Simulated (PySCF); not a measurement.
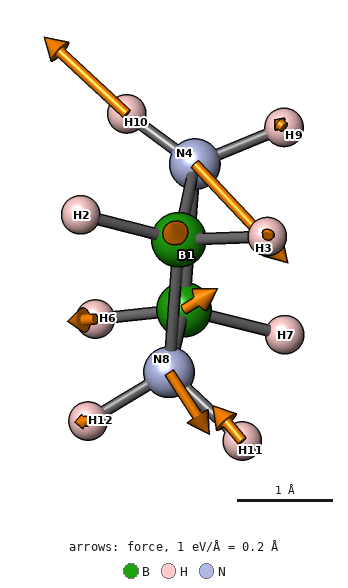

Starting geometry of B2N2H8 with the computed forces as orange arrows. A ball-and-stick model, seen from a free direction.

The start comes from GFN2-xTB. Its atoms were then displaced at random by about 0.03 Å.

Method: PySCF 2.14.0, density-fitted response routines, PBE0-D3(BJ)/def2-SVP geometry optimisation, gas phase. 

What follows when this structure is relaxed?

Answer. It isn't relaxed: the largest force vector, on an N atom, is 7.36 eV/Å. The final displacements follow the starting forces only in part (cosine between the two patterns 0.67). Over 5 geometry steps the energy falls by 67.8 kJ/mol. The largest move after the best rigid fit is that of a B atom, 0.085 Å. By element the largest moves are B 0.085 Å, N 0.079 Å, H 0.072 Å. Among the contacts that change: H–N 0.916 → 1.016 Å, B–N 1.673 → 1.597 Å, B–N 1.522 → 1.597 Å, H–N 1.088 → 1.016 Å. Among the angles between lasting bonds that change: H–N–H 119.0° → 108.1°, H–B–H 107.3° → 114.7°, H–B–N 117.5° → 112.0°. The run took 16 s on 1 thread of Intel(R) Xeon(R) Platinum 8488C, with other jobs on the host.
